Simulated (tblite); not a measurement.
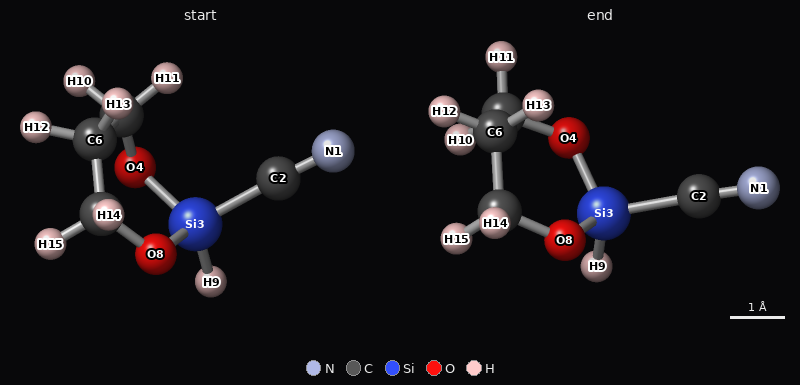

The structure of C$_{4}$H$_{7}$NO$_{2}$Si before (left) and after (right) a relaxation, at one scale.

A ball-and-stick model, seen at a tilt.

These are results of GFN2-xTB geometry optimisation, gas phase in tblite 0.8.0, not measurements. 

### Describe what moved and what it gained.

The largest move after the best rigid fit is that of an H atom, 1.34 Å. Largest moves by element: H 1.34 Å, O 0.92 Å, N 0.84 Å, C 0.53 Å, Si 0.27 Å. Some distances before and after: O–Si 1.727 → 1.627 Å, C–Si 2.889 → 2.983 Å, C–C 1.461 → 1.525 Å, C–Si 1.818 → 1.864 Å. Among the angles between lasting bonds that change: Si–O–C 105.0° → 121.6°, C–C–C 120.8° → 110.9°, C–C–O 119.3° → 112.2°. Groups turn about C–O by about 90°, C–C by about 75°, O–Si by about 75°. Over 112 geometry steps the energy falls by 1.138 eV. Cost: 1.2 s on 1 thread of Arm Neoverse N1, on a shared host.
